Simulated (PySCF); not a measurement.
# C₅HClF₄N+: NMR shifts at several levels of theory

Aim: compute the NMR shifts of C₅HClF₄N+ (`Fc1[nH+]c(F)c(F)c(Cl)c1F`) at several levels, and see how far they spread and what each costs.

Computed with PySCF 2.14.0, with density-fitted response routines of our own, on a single molecule in the gas phase. Atoms are numbered from 0 throughout.

## Step 1: The molecule as given

12 atoms, charge 1, multiplicity 1; geometry from: GFN2-xTB.

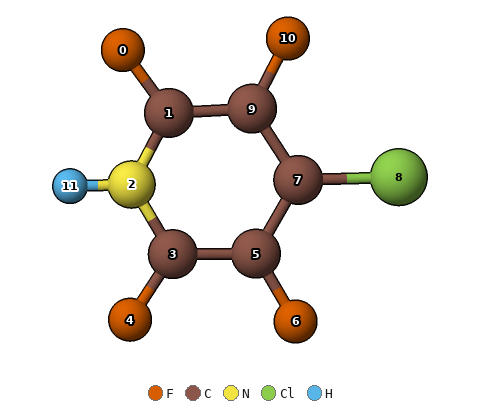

As it starts; fluorine orange, carbon brown, nitrogen yellow, chlorine green, hydrogen blue, atoms numbered.

## Step 2: Optimising the geometry at PBE0-D3(BJ)/def2-SVP

What the job is given:

```
{"job": {"xc": "PBE0", "basis": "def2-SVP", "d3": "d3bj", "grid": 1, "kind": "geom"}, "charge": 1, "multiplicity": 1}
F     -1.112650    -2.783290     0.041120
C     -0.491450    -1.638370     0.018710
N      0.851940    -1.695420    -0.010520
C      1.610190    -0.576440    -0.033590
F      2.900220    -0.755600    -0.064900
C      1.012870     0.676320    -0.023080
F      1.755470     1.757790    -0.040080
C     -0.397400     0.791460     0.007000
Cl    -1.152200     2.292140     0.014430
C     -1.145300    -0.414140     0.024840
F     -2.456330    -0.370270     0.049410
H      1.312550    -2.612670    -0.019340
```

Output:

```text
step   0  E = -1103.71711783  max force = 0.014904
step   1  E = -1103.71792553  max force = 0.010916
step   2  E = -1103.71827256  max force = 0.007285
step   3  E = -1103.71857804  max force = 0.002379
step   4  E = -1103.71860045  max force = 0.001018
step   5  E = -1103.71862155  max force = 0.000531
step   6  E = -1103.71862679  max force = 0.000270
optimisation converged
```

It took 87 s on 8 threads of Arm Neoverse N1, shared host.

The steps of the relaxation:

```tsv
step	energy from step 0 (eV)	largest force component (eV/Å)
0	0.0000	0.7664
1	-0.0220	0.5613
2	-0.0314	0.3746
3	-0.0397	0.1223
4	-0.0403	0.0523
5	-0.0409	0.0273
6	-0.0411	0.0139
```

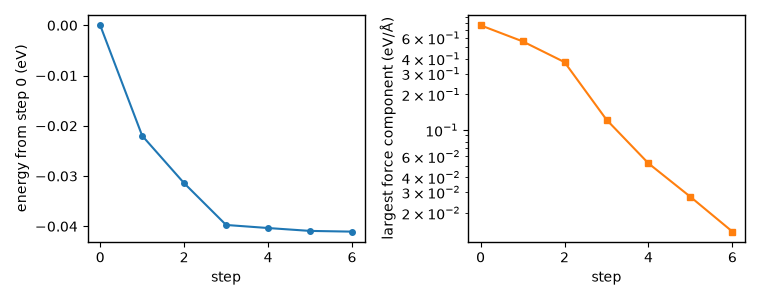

Energy and force, step by step.

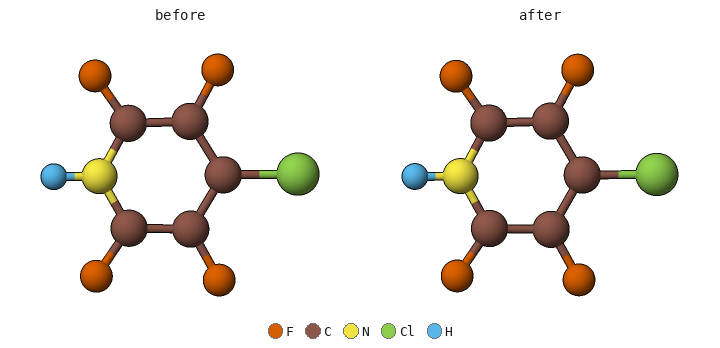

The geometry before (left) and after (right).

Distances of close pairs at the start and the end, largest changes first:

```tsv
bond	before (Å)	after (Å)	change (Å)
C3–F4	1.303	1.288	-0.015
F0–C1	1.303	1.288	-0.014
C9–F10	1.312	1.298	-0.014
C5–F6	1.312	1.298	-0.014
C7–C9	1.419	1.407	-0.012
C5–C7	1.415	1.407	-0.008
N2–C3	1.352	1.348	-0.003
C1–N2	1.345	1.348	+0.003
```

The end geometry stands in the next job.

```tsv
at the end point	value
point group (found at 0.08 Å tolerance)	C2v
rotational constants (GHz, main isotopes)	1.072, 1.014, 0.521
```

## Step 3: Shielding tensors: PBE0/pcSseg-2

What the job is given:

```
{"job": {"kind": "nmr", "xc": "PBE0", "basis": "pcSseg-2", "pop": false}, "charge": 1, "multiplicity": 1}
F     -1.112738    -2.769999     0.061269
C     -0.499566    -1.637168     0.031312
N      0.847378    -1.678726    -0.013434
C      1.613113    -0.569347    -0.049036
F      2.888543    -0.745325    -0.093601
C      1.017360     0.681241    -0.038115
F      1.755573     1.748819    -0.072004
C     -0.386563     0.765375     0.008277
Cl    -1.145075     2.261342     0.021704
C     -1.151608    -0.414991     0.043079
F     -2.448417    -0.375299     0.085995
H      1.309908    -2.594411    -0.021446
```

Method: GIAO PBE0/pcSseg-2 NMR shielding, non-relativistic, gas phase.

Output:

```text
coarse grid: 13080 points
cycle   1  E = -1104.4438969678  dE =  2.936e+00  |g| = 9.589e-01  |ddm| = 3.234e+00
cycle   2  E = -1104.0510796640  dE =  3.928e-01  |g| = 1.787e+00  |ddm| = 2.016e+00
cycle   3  E = -1104.6162912123  dE = -5.652e-01  |g| = 1.362e-01  |ddm| = 1.192e+00
cycle   4  E = -1104.6186729992  dE = -2.382e-03  |g| = 5.855e-02  |ddm| = 1.069e-01
cycle   5  E = -1104.6192110501  dE = -5.381e-04  |g| = 2.411e-02  |ddm| = 4.234e-02
cycle   6  E = -1104.6193189179  dE = -1.079e-04  |g| = 5.165e-03  |ddm| = 1.374e-02
cycle   7  E = -1104.6193237733  dE = -4.855e-06  |g| = 2.211e-03  |ddm| = 5.301e-03
final grid: 130568 points
cycle   8  E = -1104.6182244265  dE = -1.179e-04  |g| = 7.797e-03  |ddm| = 5.294e-02
cycle   9  E = -1104.6182035162  dE =  2.091e-05  |g| = 1.227e-02  |ddm| = 1.825e-02
cycle  10  E = -1104.6182363069  dE = -3.279e-05  |g| = 1.693e-03  |ddm| = 1.266e-02
cycle  11  E = -1104.6182367178  dE = -4.109e-07  |g| = 5.030e-04  |ddm| = 1.435e-03
cycle  12  E = -1104.6182367642  dE = -4.647e-08  |g| = 1.939e-04  |ddm| = 3.727e-04
cycle  13  E = -1104.6182367718  dE = -7.550e-09  |g| = 5.365e-05  |ddm| = 1.513e-04
cycle  14  E = -1104.6182367723  dE = -4.638e-10  |g| = 1.458e-05  |ddm| = 4.022e-05
converged SCF energy = -1104.6182367723

GIAO shielding tensors (ppm)
atom      isotropic    diamagn.    paramagn.     s11        s22        s33       span
  0 F      274.530     461.563    -187.033    195.533    244.307    383.751    188.217
  1 C       31.592     256.965    -225.373    -23.051     26.647     91.181    114.232
  2 N       86.126     320.152    -234.026      3.340     85.396    169.643    166.303
  3 C       31.543     256.970    -225.427    -23.214     26.666     91.178    114.392
  4 F      274.541     461.542    -187.001    195.447    244.067    384.109    188.661
  5 C       30.205     255.763    -225.558    -19.483     13.120     96.977    116.460
  6 F      303.120     461.799    -158.679    225.325    243.867    440.169    214.845
  7 C       19.168     252.884    -233.715    -36.247    -34.684    128.437    164.684
  8 Cl     629.605    1145.025    -515.420    375.542    639.263    874.010    498.468
  9 C       30.279     255.754    -225.474    -19.349     13.163     97.024    116.373
 10 F      303.052     461.799    -158.747    225.120    244.030    440.006    214.887
 11 H       21.601      25.829      -4.228     15.346     23.050     26.407     11.060
```

It took 2.4 min on 8 threads of Arm Neoverse N1, shared host.

The references, computed at this level on geometries of the same kind, shield at (ppm): 1H TMS 31.25, 13C TMS 184.1, 19F CFCl3 175.8, 15N NH3 261.7, 35Cl HCl 941. Their shielding less the atom's gives the shift. The references are single molecules in the gas phase, so shifts against H2O, NH3, PH3, H3PO4 or CFCl3 are not on the usual liquid scales and can be off by tens of ppm. Atoms listed in one row are averaged.

```tsv
atoms	environment	σ (ppm)	δ (ppm)
C7	aromatic carbon bearing chlorine	19.2	165.0
C5, C9	aromatic carbon bearing fluorine	30.2	153.9
C1, C3	aromatic carbon bearing fluorine	31.6	152.6
H11	hydrogen on a cationic ring nitrogen	21.60	9.64
F0, F4	aryl fluorine	274.5	-98.7
F6, F10	aryl fluorine	303.1	-127.3
N2	cationic ring nitrogen	86.1	175.6
Cl8	chlorine bonded to C	630	311
```

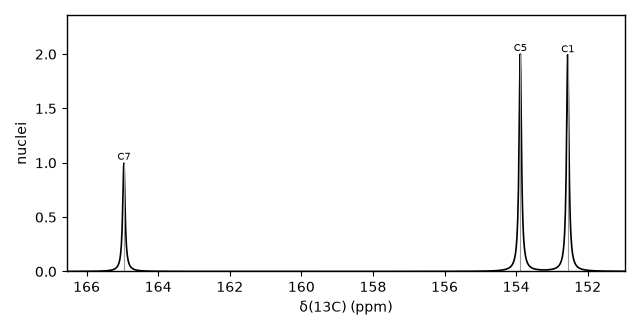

13C lines at the computed shifts, without couplings. Lines are broadened to a width of 0.08 ppm (Lorentzian).

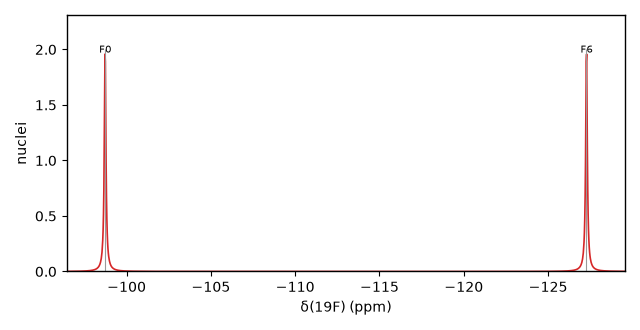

19F lines at the computed shifts, without couplings. Lines are broadened to a width of 0.11 ppm (Lorentzian).

Ring of atoms C1, N2, C3, C5, C7, C9: NICS(0) -12.6, NICS(1) -8.8, NICS(1)zz -19.3 ppm (means of both faces).

## Step 4: Shielding tensors: PBE/pcSseg-2

Settings changed since step 3:

```diff
@@ -1,2 +1,2 @@
-{"job": {"kind": "nmr", "xc": "PBE0", "basis": "pcSseg-2", "pop": false}, "charge": 1, "multiplicity": 1}
+{"job": {"kind": "nmr", "xc": "PBE", "basis": "pcSseg-2", "pop": false}, "charge": 1, "multiplicity": 1}
 F     -1.112738    -2.769999     0.061269
```

Level: GIAO PBE/pcSseg-2 NMR shielding, non-relativistic, gas phase.

Output:

```text
coarse grid: 13080 points
cycle   1  E = -1104.4661815102  dE =  2.547e+00  |g| = 8.751e-01  |ddm| = 3.227e+00
cycle   2  E = -1103.6451378849  dE =  8.210e-01  |g| = 2.294e+00  |ddm| = 2.144e+00
cycle   3  E = -1104.5846995354  dE = -9.396e-01  |g| = 2.581e-01  |ddm| = 1.540e+00
cycle   4  E = -1104.5922750932  dE = -7.576e-03  |g| = 1.652e-01  |ddm| = 2.888e-01
cycle   5  E = -1104.5981534185  dE = -5.878e-03  |g| = 6.080e-02  |ddm| = 1.470e-01
cycle   6  E = -1104.5989371610  dE = -7.837e-04  |g| = 2.436e-02  |ddm| = 6.446e-02
cycle   7  E = -1104.5990727871  dE = -1.356e-04  |g| = 3.155e-03  |ddm| = 2.976e-02
cycle   8  E = -1104.5990744653  dE = -1.678e-06  |g| = 1.207e-03  |ddm| = 4.306e-03
final grid: 130568 points
cycle   9  E = -1104.5986723551  dE = -1.934e-04  |g| = 1.092e-02  |ddm| = 7.212e-02
cycle  10  E = -1104.5985868246  dE =  8.553e-05  |g| = 2.335e-02  |ddm| = 2.267e-02
cycle  11  E = -1104.5986938572  dE = -1.070e-04  |g| = 2.989e-03  |ddm| = 1.741e-02
cycle  12  E = -1104.5986950821  dE = -1.225e-06  |g| = 8.369e-04  |ddm| = 3.048e-03
cycle  13  E = -1104.5986952016  dE = -1.195e-07  |g| = 4.025e-04  |ddm| = 1.052e-03
cycle  14  E = -1104.5986952384  dE = -3.689e-08  |g| = 1.186e-04  |ddm| = 3.990e-04
cycle  15  E = -1104.5986952418  dE = -3.358e-09  |g| = 3.545e-05  |ddm| = 1.219e-04
cycle  16  E = -1104.5986952421  dE = -3.131e-10  |g| = 6.099e-06  |ddm| = 3.248e-05
converged SCF energy = -1104.5986952421

GIAO shielding tensors (ppm)
atom      isotropic    diamagn.    paramagn.     s11        s22        s33       span
  0 F      257.314     461.534    -204.220    181.906    216.788    373.250    191.344
  1 C       28.939     256.229    -227.290    -19.387     23.272     82.933    102.320
  2 N       83.938     319.144    -235.206      6.073     86.852    158.890    152.816
  3 C       28.893     256.234    -227.341    -19.541     23.289     82.932    102.473
  4 F      257.318     461.514    -204.195    181.759    216.583    373.612    191.853
  5 C       25.129     254.576    -229.448    -18.391      5.554     88.224    106.615
  6 F      277.931     461.784    -183.853    185.348    217.919    430.526    245.177
  7 C       19.971     255.654    -235.683    -30.986    -28.439    119.338    150.324
  8 Cl     592.701    1145.420    -552.719    354.911    559.691    863.500    508.588
  9 C       25.206     254.566    -229.361    -18.244      5.581     88.280    106.525
 10 F      277.848     461.782    -183.934    185.142    218.076    430.328    245.186
 11 H       21.913      26.455      -4.542     16.197     23.241     26.301     10.104
```

Wall time 81 s (8 threads of Arm Neoverse N1, shared host).

In short: δ C7 159.4, C5 154.2, C1 150.5, F0 -114.4, H11 9.26 ppm (means over like atoms).

## Step 5: NMR shieldings: wB97X-D/pcSseg-2

Settings changed since step 4:

```diff
@@ -1,2 +1,2 @@
-{"job": {"kind": "nmr", "xc": "PBE", "basis": "pcSseg-2", "pop": false}, "charge": 1, "multiplicity": 1}
+{"job": {"kind": "nmr", "xc": "wB97X-D", "basis": "pcSseg-2", "pop": false}, "charge": 1, "multiplicity": 1}
 F     -1.112738    -2.769999     0.061269
```

Method: GIAO wB97X-D/pcSseg-2 NMR shielding, non-relativistic, gas phase.

Output:

```text
coarse grid: 13080 points
cycle   1  E = -1104.9401216332  dE =  3.303e+00  |g| = 1.144e+00  |ddm| = 3.165e+00
cycle   2  E = -1104.8054271736  dE =  1.347e-01  |g| = 1.572e+00  |ddm| = 2.062e+00
cycle   3  E = -1105.2079428658  dE = -4.025e-01  |g| = 1.357e-01  |ddm| = 9.272e-01
cycle   4  E = -1105.2103489462  dE = -2.406e-03  |g| = 3.623e-02  |ddm| = 1.066e-01
cycle   5  E = -1105.2106170404  dE = -2.681e-04  |g| = 1.463e-02  |ddm| = 5.048e-02
cycle   6  E = -1105.2106600278  dE = -4.299e-05  |g| = 2.951e-03  |ddm| = 1.303e-02
cycle   7  E = -1105.2106623677  dE = -2.340e-06  |g| = 1.628e-03  |ddm| = 7.932e-03
final grid: 130568 points
cycle   8  E = -1105.2179998396  dE = -3.331e-04  |g| = 1.525e-02  |ddm| = 7.714e-02
cycle   9  E = -1105.2179828800  dE =  1.696e-05  |g| = 1.874e-02  |ddm| = 1.692e-02
cycle  10  E = -1105.2180346864  dE = -5.181e-05  |g| = 1.000e-03  |ddm| = 8.289e-03
cycle  11  E = -1105.2180348817  dE = -1.953e-07  |g| = 4.719e-04  |ddm| = 1.190e-03
cycle  12  E = -1105.2180349278  dE = -4.614e-08  |g| = 1.588e-04  |ddm| = 4.982e-04
cycle  13  E = -1105.2180349334  dE = -5.546e-09  |g| = 4.464e-05  |ddm| = 1.601e-04
cycle  14  E = -1105.2180349341  dE = -7.008e-10  |g| = 1.856e-05  |ddm| = 6.719e-05
converged SCF energy = -1105.2180349341

GIAO shielding tensors (ppm)
atom      isotropic    diamagn.    paramagn.     s11        s22        s33       span
  0 F      278.574     461.815    -183.241    199.408    250.633    385.681    186.274
  1 C       29.496     256.240    -226.744    -28.069     25.572     90.986    119.055
  2 N       83.946     319.461    -235.515     -0.772     82.500    170.110    170.881
  3 C       29.448     256.246    -226.798    -28.230     25.587     90.986    119.216
  4 F      278.591     461.791    -183.199    199.324    250.386    386.063    186.739
  5 C       29.147     255.774    -226.627    -22.852     13.360     96.933    119.785
  6 F      310.205     462.085    -151.880    235.810    253.958    440.846    205.036
  7 C       15.436     250.977    -235.541    -44.029    -38.697    129.034    173.063
  8 Cl     640.168    1145.231    -505.063    377.834    685.314    857.357    479.523
  9 C       29.216     255.767    -226.551    -22.719     13.397     96.969    119.688
 10 F      310.139     462.090    -151.951    235.612    254.116    440.689    205.077
 11 H       21.650      26.226      -4.576     15.364     23.167     26.419     11.056
```

It took 3 min on 8 threads of Arm Neoverse N1, shared host.

In short: δ C7 169.0, C5 155.2, C1 154.9, F0 -92.2, H11 9.71 ppm (means over like atoms).

## Step 6: NMR shieldings: KT2/pcSseg-2

Settings changed since step 5:

```diff
@@ -1,2 +1,2 @@
-{"job": {"kind": "nmr", "xc": "wB97X-D", "basis": "pcSseg-2", "pop": false}, "charge": 1, "multiplicity": 1}
+{"job": {"kind": "nmr", "xc": "KT2", "basis": "pcSseg-2", "pop": false}, "charge": 1, "multiplicity": 1}
 F     -1.112738    -2.769999     0.061269
```

Method: GIAO KT2/pcSseg-2 NMR shielding, non-relativistic, gas phase.

Output:

```text
coarse grid: 13080 points
cycle   1  E = -1118.0780697712  dE =  2.681e+00  |g| = 1.162e+00  |ddm| = 3.639e+00
cycle   2  E = -1116.6358862834  dE =  1.442e+00  |g| = 3.093e+00  |ddm| = 2.746e+00
cycle   3  E = -1118.2794177372  dE = -1.644e+00  |g| = 2.890e-01  |ddm| = 2.086e+00
cycle   4  E = -1118.2883190632  dE = -8.901e-03  |g| = 2.012e-01  |ddm| = 3.660e-01
cycle   5  E = -1118.2969847083  dE = -8.666e-03  |g| = 6.661e-02  |ddm| = 1.933e-01
cycle   6  E = -1118.2979607440  dE = -9.760e-04  |g| = 2.842e-02  |ddm| = 7.447e-02
cycle   7  E = -1118.2981608465  dE = -2.001e-04  |g| = 3.921e-03  |ddm| = 3.617e-02
cycle   8  E = -1118.2981638640  dE = -3.018e-06  |g| = 1.367e-03  |ddm| = 5.963e-03
final grid: 130568 points
cycle   9  E = -1118.2978397906  dE = -5.106e-04  |g| = 5.328e-02  |ddm| = 3.589e-01
cycle  10  E = -1118.2960994282  dE =  1.740e-03  |g| = 1.132e-01  |ddm| = 9.667e-02
cycle  11  E = -1118.2982410661  dE = -2.142e-03  |g| = 8.186e-03  |ddm| = 7.719e-02
cycle  12  E = -1118.2982528562  dE = -1.179e-05  |g| = 3.339e-03  |ddm| = 1.209e-02
cycle  13  E = -1118.2982550555  dE = -2.199e-06  |g| = 6.051e-04  |ddm| = 3.504e-03
cycle  14  E = -1118.2982551109  dE = -5.539e-08  |g| = 3.241e-04  |ddm| = 6.752e-04
cycle  15  E = -1118.2982551351  dE = -2.425e-08  |g| = 1.194e-04  |ddm| = 3.482e-04
cycle  16  E = -1118.2982551390  dE = -3.884e-09  |g| = 2.910e-05  |ddm| = 1.287e-04
cycle  17  E = -1118.2982551391  dE = -1.382e-10  |g| = 5.662e-06  |ddm| = 2.003e-05
converged SCF energy = -1118.2982551391

GIAO shielding tensors (ppm)
atom      isotropic    diamagn.    paramagn.     s11        s22        s33       span
  0 F      262.575     460.511    -197.935    192.631    231.759    363.337    170.706
  1 C       38.359     257.134    -218.775     -5.589     32.514     88.151     93.740
  2 N       92.142     317.359    -225.218     16.227     97.572    162.626    146.399
  3 C       38.314     257.134    -218.819     -5.731     32.524     88.149     93.880
  4 F      262.594     460.490    -197.896    192.552    231.517    363.714    171.162
  5 C       35.987     256.907    -220.920     -3.125     17.577     93.508     96.633
  6 F      286.296     460.517    -174.221    206.893    230.530    421.465    214.572
  7 C       31.604     258.958    -227.355    -15.497    -12.624    122.932    138.429
  8 Cl     627.312    1146.954    -519.641    392.484    611.660    877.794    485.310
  9 C       36.060     256.891    -220.831     -2.968     17.589     93.560     96.528
 10 F      286.225     460.512    -174.287    206.694    230.703    421.278    214.584
 11 H       21.852      26.277      -4.425     16.066     22.975     26.515     10.449
```

Wall time 85 s (8 threads of Arm Neoverse N1, shared host).

This run: δ C7 150.7, C5 146.3, C1 143.9, F0 -126.2, H11 9.32 ppm (means over like atoms).

## Step 7: NMR shieldings: HF/pcSseg-2

Settings changed since step 6:

```diff
@@ -1,2 +1,2 @@
-{"job": {"kind": "nmr", "xc": "KT2", "basis": "pcSseg-2", "pop": false}, "charge": 1, "multiplicity": 1}
+{"job": {"kind": "nmr", "xc": "HF", "basis": "pcSseg-2", "pop": false}, "charge": 1, "multiplicity": 1}
 F     -1.112738    -2.769999     0.061269
```

With the program's defaults for keys left out, this is: GIAO HF/pcSseg-2 NMR shielding, non-relativistic, gas phase.

Output:

```text
final grid: 130568 points
cycle   1  E = -1101.1781584419  dE =  4.040e+00  |g| = 1.284e+00  |ddm| = 3.255e+00
cycle   2  E = -1101.4241716252  dE = -2.460e-01  |g| = 8.764e-01  |ddm| = 2.011e+00
cycle   3  E = -1101.5626878865  dE = -1.385e-01  |g| = 1.413e-01  |ddm| = 6.795e-01
cycle   4  E = -1101.5669253764  dE = -4.237e-03  |g| = 3.757e-02  |ddm| = 1.437e-01
cycle   5  E = -1101.5674617878  dE = -5.364e-04  |g| = 1.104e-02  |ddm| = 5.834e-02
cycle   6  E = -1101.5675266722  dE = -6.488e-05  |g| = 5.161e-03  |ddm| = 2.204e-02
cycle   7  E = -1101.5675435416  dE = -1.687e-05  |g| = 2.316e-03  |ddm| = 1.492e-02
cycle   8  E = -1101.5675472812  dE = -3.740e-06  |g| = 8.513e-04  |ddm| = 4.737e-03
cycle   9  E = -1101.5675480217  dE = -7.405e-07  |g| = 3.736e-04  |ddm| = 2.177e-03
cycle  10  E = -1101.5675481947  dE = -1.730e-07  |g| = 1.285e-04  |ddm| = 9.315e-04
cycle  11  E = -1101.5675482160  dE = -2.131e-08  |g| = 4.951e-05  |ddm| = 3.685e-04
cycle  12  E = -1101.5675482176  dE = -1.656e-09  |g| = 1.514e-05  |ddm| = 1.024e-04
cycle  13  E = -1101.5675482178  dE = -1.266e-10  |g| = 4.633e-06  |ddm| = 2.830e-05
converged SCF energy = -1101.5675482178

GIAO shielding tensors (ppm)
atom      isotropic    diamagn.    paramagn.     s11        s22        s33       span
  0 F      315.002     462.145    -147.143    233.305    304.130    407.571    174.267
  1 C       37.605     256.969    -219.364    -36.271     39.854    109.233    145.504
  2 N       97.225     321.242    -224.017      8.849     93.337    189.489    180.640
  3 C       37.551     256.978    -219.427    -36.429     39.854    109.228    145.657
  4 F      315.024     462.122    -147.098    233.254    303.905    407.913    174.660
  5 C       46.220     256.130    -209.910    -13.785     35.693    116.752    130.537
  6 F      368.139     462.562     -94.423    309.555    333.335    461.528    151.973
  7 C       15.695     244.467    -228.772    -57.157    -43.359    147.603    204.760
  8 Cl     704.116    1143.798    -439.682    428.264    802.209    881.874    453.610
  9 C       46.288     256.123    -209.835    -13.657     35.744    116.778    130.435
 10 F      368.098     462.565     -94.467    309.369    333.496    461.430    152.060
 11 H       21.445      25.336      -3.891     14.007     23.015     27.313     13.305
```

Run time: 1.7 min. Hardware: 8 threads of Arm Neoverse N1, shared host.

Key values: δ C7 175.8, C1 153.9, C5 145.2, F0 -69.7, H11 10.24 ppm (means over like atoms).

## Step 8: Side by side: NMR shifts

Shifts (ppm) of some atoms, chosen among heavy atoms and hydrogens apart, means over like atoms, with basis size and wall time:

```tsv
run	C7	H11	F0	F6	N2	Cl8	functions	time
PBE0/pcSseg-2	165.0	9.64	-98.7	-127.3	175.6	311	417	2.4 min
PBE/pcSseg-2	159.4	9.26	-114.4	-135.0	177.1	341	417	81 s
wB97X-D/pcSseg-2	169.0	9.71	-92.2	-123.8	176.1	296	417	3 min
KT2/pcSseg-2	150.7	9.32	-126.2	-149.9	168.0	315	417	85 s
HF/pcSseg-2	175.8	10.24	-69.7	-122.8	163.5	241	417	1.7 min
```

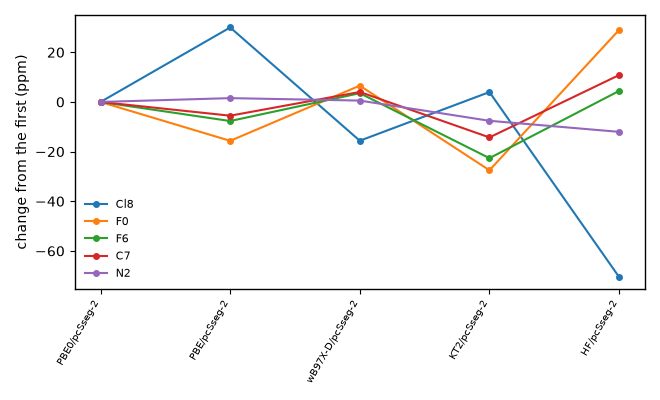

How five of the tabulated atoms move from run to run.

## Step 9: Outcome

| quantity | value |
| --- | --- |
| point group | C2v |
| rotational constants (main isotopes) | 1.07, 1.01, 0.52 GHz |
| 13C shifts against TMS (PBE0/pcSseg-2, means over atoms taken as alike) | 165.0, 153.9, 152.6 ppm |
| 1H shifts against TMS (PBE0/pcSseg-2) | 9.64 ppm |
| 19F shifts against CFCl3 (PBE0/pcSseg-2, means over atoms taken as alike) | -98.7, -127.3 ppm |
| 15N shifts against NH3 (PBE0/pcSseg-2) | 175.6 ppm |
| 35Cl shifts against HCl (PBE0/pcSseg-2) | 311 ppm |
| range of the shift of Cl8 | 241 to 341 ppm |

In words: Single values in the summary come from the first sound run of each kind (PBE0/pcSseg-2), which need not be the best level. Relaxing lowered the energy by 0.041 eV in 6 steps; the close pair that moved most is C3–F4, from 1.303 to 1.288 Å. No frequency check was run at this level, so the end point may be a saddle. At PBE0/pcSseg-2: The largest span, 498 ppm, is at Cl8, where the paramagnetic term is -515 ppm. NICS(1)zz of -19 ppm above the planar ring from C1 marks a diatropic (aromatic) ring current. Across the 5 runs the shift of Cl8 moves most, between 241 (HF/pcSseg-2) and 341 ppm (PBE/pcSseg-2).
